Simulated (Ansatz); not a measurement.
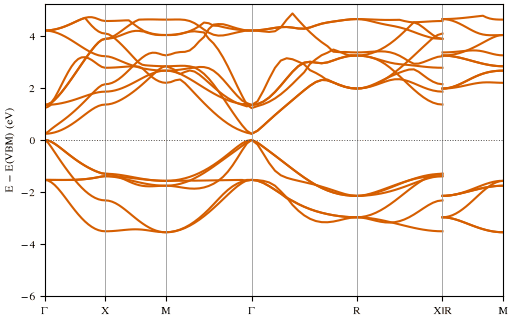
Figure. Band structure from the program Ansatz at the LDA level (PAW)

### Question
Read off the gap and where the band edges lie.

### Answer
About 0.2 eV (0.24 eV by a search for the band edges); maximum at Γ, minimum at Γ.

The material is Ca₃BiN (anti-perovskite, Pm-3m).

The workflow started from a Materials Project entry (that database holds measured and hypothetical structures alike); the Crystallography Open Database files this formula in space group No. 221, but the cells were not matched. Its standing as an ambient phase is unchecked. The cell was relaxed with LDA under the symmetry of its start; of distortions, only those at the zone centre were tested. Spin–orbit coupling is left out wherever it is not named.

Potentials: the later of the program's two PAW sets.
